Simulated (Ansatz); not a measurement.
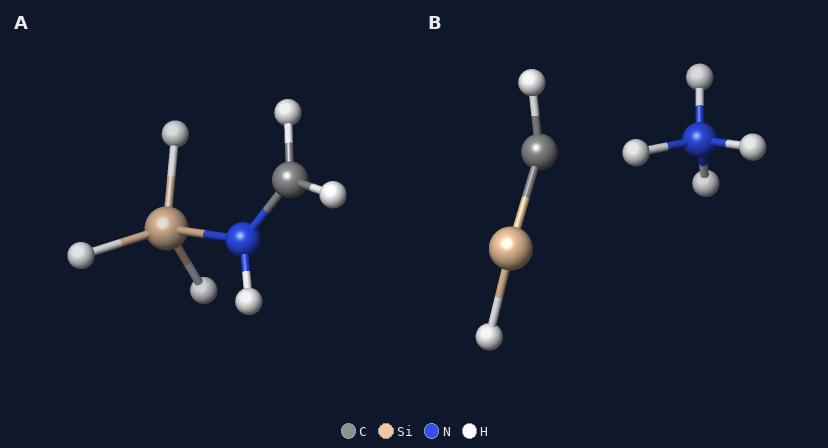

2 stationary structures of one formula. The species has charge +1 and is a spin singlet. Geometries: PBE-D4/def2-SVP. Electronic energies: PBE-D4/def2-SVP (Ansatz 0.2.0), without zero-point energy. No frequency run is at hand to confirm each as a minimum. Each is one conformer, not always the lowest.

Which structure is the most stable?

Answer. A is lowest; B lies 2.965 eV above it.
